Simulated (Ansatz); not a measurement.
**Fields on a plane of KF (rock salt)**

```
CELL_PARAMETERS angstrom
      0.00000     2.71039     2.71039
      2.71039     0.00000     2.71039
      2.71039     2.71039     0.00000
ATOMIC_POSITIONS crystal
  F  0.00000 0.00000 0.00000
  K  0.50000 0.50000 0.50000
```

The slice is a {110} plane (indices of the conventional cell) through the point (0.000, 0.000, 0.000) (fractional), spanned by u = [100] and v = [1 -1 -1] in vectors of this cell: u (3.83 Å) and v (5.42 Å, at 90° to u). It covers one period; positions are fractions (u, v).

Atoms on it: F at (0.00, 0.00); K at (0.00, 0.50).

Method: PBE (plane waves to 420 eV, PAW, scalar-relativistic; Ansatz, a first-principles code). k mesh 11×11×11. These are valence fields of a PAW run, semicore shells included where kept as valence: close to a nucleus they are smooth pseudo fields. KF was relaxed with its symmetry unable to fall.

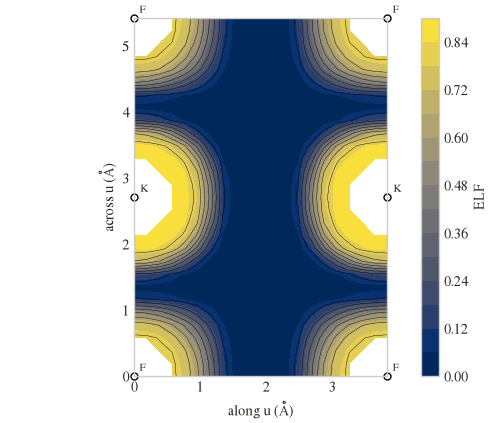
Figure: Electron localisation function (ELF), one period of the plane, atoms marked. Points within 0.5 Å of a nucleus are left white, as the pseudised field means little there.

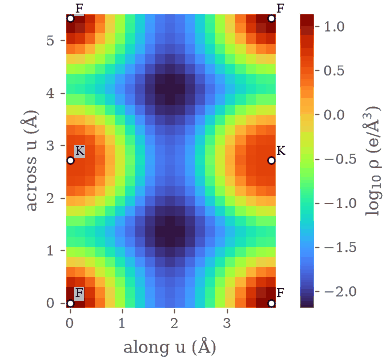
Figure. Log₁₀ of the valence density in e/Å³, one period of the plane, atoms marked. The scale is logarithmic, as a density can span decades between atoms and voids.

The density on the F–K line (2.71 Å) at its density minimum, 1.3 Å from F comes out as 0.11 e/Å³ and the ELF at that point is 0.0. Character of the F–K contact (rough rule: ELF there above 0.7 covalent, below 0.2 ionic, polar between): closed-shell (ionic).
